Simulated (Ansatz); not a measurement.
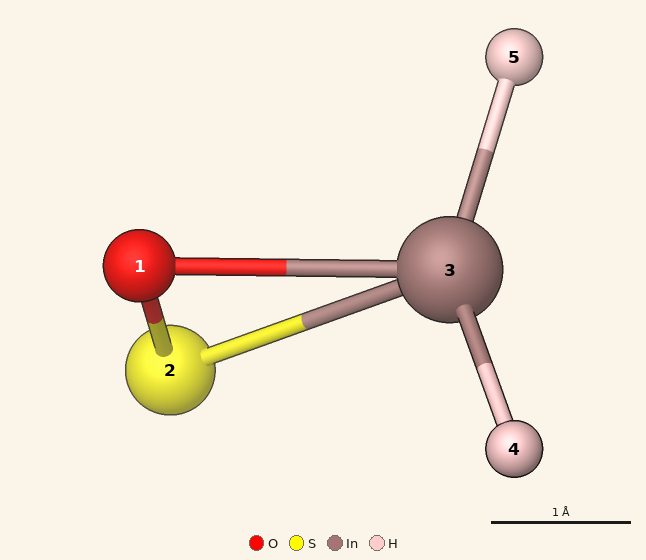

Orthographic view. Depth is shown by fading: the farther an atom, the more it takes the colour of the background. Charge 0, doublet. The geometry was computed by an optimisation with PBE0-D4/def2-TZVP. No frequency run is at hand to confirm it as a minimum.

Give the distance matrix in Å.

```
atom    O1    S2   In3    H4    H5
  O1  0.00                        
  S2  1.58  0.00                  
 In3  2.24  2.52  0.00            
  H4  3.15  3.44  1.69  0.00      
  H5  3.15  3.44  1.69  3.22  0.00
```
